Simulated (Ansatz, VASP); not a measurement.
# Cross-check of MgS (Niningerite) between VASP and Ansatz

Aim: how closely do two programs agree when they are given the same cell, functional and k mesh? The cell is taken from a series of VASP runs on this material, whose earlier steps may have relaxed, scaled or displaced it; both programs get it as it stands. Valence electrons are named where the data sets of a main pair hold unlike numbers.

Method: plane waves, with VASP 6.6.1 beside it; band structure at r2SCAN-EpsX with an exact-exchange share of 0.181, in Ansatz 0.2.0.

## Step 1: The structure

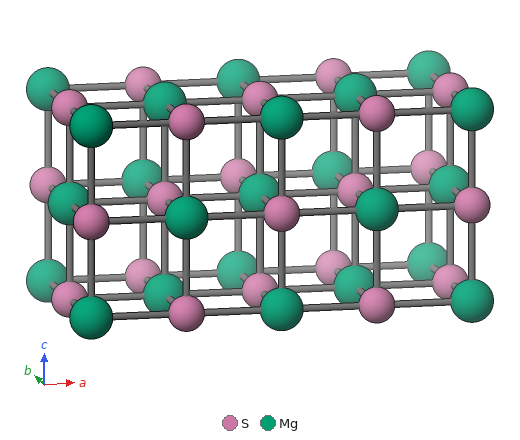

The starting structure, seen slightly off an axis (sulfur pink, magnesium teal). 2×1×1 cells are drawn. This picture shows the conventional cell, with its axes. Some periodic images of atoms are drawn too.

## Step 2: VASP: band structure, r2SCAN-EpsX with an exact-exchange share of 0.181

The same path points are solved in both programs, so levels can be compared one by one.

Lines of VASP's logs that name or quote its potential files are left out, and so is its time.

The run reads the wave functions of an earlier VASP run, which isn't shown here.

INCAR reads:

```
SYSTEM = MgS
PREC = Accurate
ENCUT = 350
EDIFF = 1E-06
NELM = 100
ISMEAR = 0
SIGMA = 0.03
LREAL = .FALSE.
ALGO = Normal
LHFCALC = .TRUE.
AEXX = 0.181
METAGGA = R2SCAN
LASPH = .TRUE.
NBANDS = 10
PRECFOCK = Fast
HFRCUT = -1
LORBIT = 11
LWAVE = .FALSE.
LCHARG = .FALSE.
KPAR = 4
```

POSCAR reads:

```
MgS
1.0
    0.0000000000      2.6016500000      2.6016500000
    2.6016500000      0.0000000000      2.6016500000
    2.6016500000      2.6016500000      0.0000000000
S Mg
1 1
Direct
    0.5000000000      0.5000000000      0.5000000000
    0.0000000000      0.0000000000      0.0000000000
```

KPOINTS reads:

```
Automatic mesh
0
Gamma
5 5 5
0 0 0
```

KPOINTS_OPT reads:

```
Line mode
10
Line-mode
Reciprocal
  0.00000000   0.00000000   0.00000000 GAMMA
  0.50000000   0.00000000   0.50000000 X

  0.50000000   0.00000000   0.50000000 X
  0.50000000   0.25000000   0.75000000 W

  0.50000000   0.25000000   0.75000000 W
  0.37500000   0.37500000   0.75000000 K

  0.37500000   0.37500000   0.75000000 K
  0.00000000   0.00000000   0.00000000 GAMMA

  0.00000000   0.00000000   0.00000000 GAMMA
  0.50000000   0.50000000   0.50000000 L

  0.50000000   0.50000000   0.50000000 L
  0.62500000   0.25000000   0.62500000 U

  0.62500000   0.25000000   0.62500000 U
  0.50000000   0.25000000   0.75000000 W

  0.50000000   0.25000000   0.75000000 W
  0.50000000   0.50000000   0.50000000 L

  0.50000000   0.50000000   0.50000000 L
  0.37500000   0.37500000   0.75000000 K

  0.62500000   0.25000000   0.62500000 U
  0.50000000   0.00000000   0.50000000 X
```

The projector-augmented-wave data sets are S and Mg (PBE family, release 64).

Command:

```sh
mpirun -np 4 vasp_std
```

Numbers of over 12 decimals in the logs are rounded to 6 here.

What it wrote:

```text
[banner, memory and clock lines left out]
running    4 mpi-ranks, on    1 nodes
 distrk:  each k-point on    1 cores,    4 groups
 distr:  one band on    1 cores,    1 groups

 POSCAR found type information on POSCAR S Mg
 POSCAR found :  2 types and       2 ions
|                                                                             |
|               ----> ADVICE to this user running VASP <----                  |
|                                                                             |
|     You enforced a specific xc type in the INCAR file but a different       |
|     [... a line on the potential file left out ...]
|     I HOPE YOU KNOW WHAT YOU ARE DOING!                                     |
|                                                                             |

 LDA part: xc-table for (None), standard interpolation
 found WAVECAR, reading the header
 POSCAR, INCAR and KPOINTS ok, starting setup
 FFT: planning ... GRIDC
 FFT: planning ... GRID_SOFT
 FFT: planning ... GRID
 HFRCUT set to (new)   10.167152
 reading WAVECAR
 the WAVECAR file was read successfully
 initial charge from wavefunction
 entering main loop
       N       E                     dE             d eps       ncg     rms          rms(c)
DAV:   1    -0.156051075300E+02   -0.15605E+02   -0.11813E+00   218   0.695E+00    0.279E+00
DAV:   2    -0.156122438177E+02   -0.71363E-02   -0.20274E-02   260   0.105E+00    0.212E+00
DAV:   3    -0.156094090537E+02    0.28348E-02   -0.25784E-03   204   0.264E-01    0.131E+00
DAV:   4    -0.156086260260E+02    0.78303E-03   -0.10040E-03   214   0.163E-01    0.810E-01
DAV:   5    -0.156083899088E+02    0.23612E-03   -0.16143E-04   216   0.711E-02    0.482E-01
DAV:   6    -0.156083005214E+02    0.89387E-04   -0.25296E-05   212   0.343E-02    0.278E-01
DAV:   7    -0.156082643139E+02    0.36207E-04   -0.70015E-06   214   0.206E-02    0.155E-01
DAV:   8    -0.156082491478E+02    0.15166E-04   -0.26737E-06   216   0.132E-02    0.849E-02
DAV:   9    -0.156082425749E+02    0.65729E-05   -0.10660E-06   198   0.833E-03    0.460E-02
DAV:  10    -0.156082396325E+02    0.29424E-05   -0.40924E-07   100   0.524E-03    0.253E-02
DAV:  11    -0.156082382773E+02    0.13551E-05   -0.20500E-07   104   0.408E-03    0.132E-02
DAV:  12    -0.156082376394E+02    0.63787E-06   -0.74194E-08   102   0.247E-03
   1 F= -.15608238E+02 E0= -.15608238E+02  d E =-.767501E-24
 Start KPOINTS_OPT (optional k-point list driver)
k-point batch [1-10\100]
       N       E                     dE             ncg
DAV:   1     0.199267418337E+03   -0.13439E+04      200
DAV:   2    -0.105716949272E+03   -0.30498E+03      252
DAV:   3    -0.126053275559E+03   -0.20336E+02      260
DAV:   4    -0.126270715367E+03   -0.21744E+00      248
DAV:   5    -0.126272013209E+03   -0.12978E-02      252
DAV:   6    -0.126272021509E+03   -0.83007E-05      252
DAV:   7    -0.126272021622E+03   -0.11237E-06      228
[...]
k-point batch [91-100\100]
       N       E                     dE             ncg
DAV:   1     0.624087703852E+02   -0.27885E+04      208
DAV:   2    -0.178208499796E+03   -0.24062E+03      284
DAV:   3    -0.189468302000E+03   -0.11260E+02      262
DAV:   4    -0.189577994349E+03   -0.10969E+00      284
DAV:   5    -0.189578438903E+03   -0.44455E-03      296
DAV:   6    -0.189578441410E+03   -0.25076E-05      298
DAV:   7    -0.189578441436E+03   -0.25383E-07      276
```

Parts of OUTCAR (step 2):

```text
ion  position               nearest neighbor table
   1  0.500  0.500  0.500-   2 2.60   2 2.60   2 2.60   2 2.60   2 2.60   2 2.60
   2  0.000  0.000  0.000-   1 2.60   1 2.60   1 2.60   1 2.60   1 2.60   1 2.60

  LATTYP: Found a face centered cubic cell.
 ALAT       =     5.2033000000

 Subroutine GETGRP returns: Found 48 space group operations
 (whereof 48 operations were pure point group operations)

The static configuration has the point symmetry O_h .

 Found     10 irreducible k-points:

   k-points           NKPTS =     10   k-points in BZ     NKDIM =    125   number of bands    NBANDS=     10

   dimension x,y,z NGX =    24 NGY =   24 NGZ =   24
   dimension x,y,z NGXF=    48 NGYF=   48 NGZF=   48

   ENCUT  =  350.0 eV  25.72 Ry    5.07 a.u.   5.61  5.61  5.61*2*pi/ulx,y,z

   NELECT =       8.0000    total number of electrons

 k-points in reciprocal lattice and weights: Automatic mesh
   0.00000000  0.00000000  0.00000000       0.008
   0.20000000  0.00000000  0.00000000       0.064
   0.40000000  0.00000000  0.00000000       0.064
   0.20000000  0.20000000  0.00000000       0.048
   0.40000000  0.20000000  0.00000000       0.192
  -0.40000000  0.20000000  0.00000000       0.192
  -0.20000000  0.20000000  0.00000000       0.096
   0.40000000  0.40000000  0.00000000       0.048
  -0.40000000  0.40000000  0.00000000       0.096
  -0.40000000  0.40000000  0.20000000       0.192

  exchange ACFDT corr.  =         0.00000000  see jH, gK, PRB 81, 115126

 average (electrostatic) potential at core
       1 -85.4927       2 -36.1916

 E-fermi :   3.0262

 k-point     1 :       0.0000    0.0000    0.0000
  band No.  band energies     occupation
      1     -11.1829      2.00000
      2       2.8190      2.00000
      3       2.8190      2.00000
      4       2.8190      2.00000
      5       8.4826      0.00000
      6      12.5701      0.00000
      7      12.5701      0.00000
      8      12.5701      0.00000
      9      15.1358      0.00000
    ...

 k-point     2 :       0.2000    0.0000    0.0000
  band No.  band energies     occupation
      1     -10.7822      2.00000
      2       0.6132      2.00000
      3       2.5689      2.00000
      4       2.5689      2.00000
      5       9.6482      0.00000
      6      12.5839      0.00000
      7      12.7750      0.00000
      8      12.7750      0.00000
      9      14.5891      0.00000
    ...

 k-point     3 :       0.4000    0.0000    0.0000
  band No.  band energies     occupation
      1      -9.9458      2.00000
      2      -1.9789      2.00000
      3       2.2179      2.00000
      4       2.2179      2.00000
      5       9.2069      0.00000
      6      11.7030      0.00000
      7      11.7030      0.00000
      8      15.1654      0.00000
      9      16.7559      0.00000
    ...

  energy-cutoff  :      350.00
  volume of cell :       35.22
      direct lattice vectors                 reciprocal lattice vectors
     0.000000000  2.601650000  2.601650000    -0.192185728  0.192185728  0.192185728
     2.601650000  0.000000000  2.601650000     0.192185728 -0.192185728  0.192185728
     2.601650000  2.601650000  0.000000000     0.192185728  0.192185728 -0.192185728

 POSITION                                       TOTAL-FORCE (eV/Angst)
 -----------------------------------------------------------------------------------
      2.60165      2.60165      2.60165         0.000000      0.000000      0.000000
      0.00000      0.00000      0.00000        -0.000000     -0.000000     -0.000000
 -----------------------------------------------------------------------------------
    total drift:                                0.000000      0.000000     -0.000000

  FREE ENERGIE OF THE ION-ELECTRON SYSTEM (eV)
  ---------------------------------------------------
  free  energy   TOTEN  =       -15.6082376394 eV

  energy  without entropy=      -15.6082376394  energy(sigma->0) =      -15.60823764

 total charge
# of ion       s       p       d       tot
------------------------------------------
    1        1.300   2.546   0.000   3.846
    2        0.124   0.124   0.037   0.285
--------------------------------------------------
tot          1.423   2.670   0.037   4.131

[... 3 further parts left out ...]
```

The k-mesh is coarse for unscreened exact exchange, which converges slowly with it.

[end of part 1 of 2]

[Lines on the potential files, build, host, timing and source positions are cut from VASP's logs without a mark.]

[Logs are printed without paths, hosts, clocks, repeated set-up lines and the standing remarks that a program may print on its own settings, such as how far it seeks lower states.]

[Hosts, paths, dates, database ids (printed as entryN), source tags and the programs' standing remarks are cut or masked in the printed files.]
